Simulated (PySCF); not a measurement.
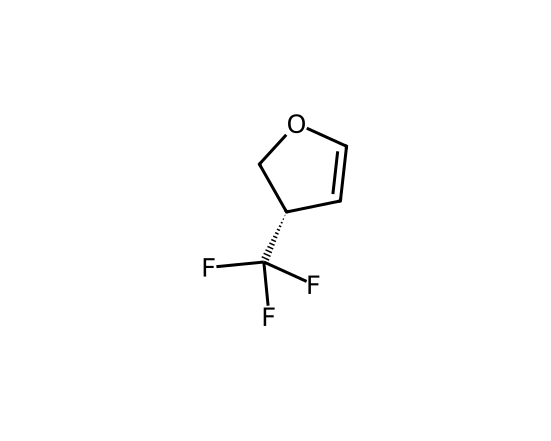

The computed structure is the end point of a GFN2-xTB optimisation. No frequency run is at hand to confirm it as a minimum. Level of theory: PBE0/def2-SVPD, gas phase (PySCF 2.14.0). Excitations: vertical, linear response.

Predict the main results.

The species is C₅H₅F₃O (`FC(F)(F)[C@H]1C=COC1`).
- dipole moment: 1.98 D
- HOMO energy (Kohn–Sham orbital): −6.84 eV
- LUMO energy (Kohn–Sham orbital): 0.15 eV
- HOMO–LUMO gap: 7.00 eV
- mean static polarisability: 61.3 bohr³
- lowest vertical singlet excitation: 6.21 eV
- its oscillator strength: 0.064
- brightest of the 8 lowest singlets: 6.34 eV
- its oscillator strength: 0.10
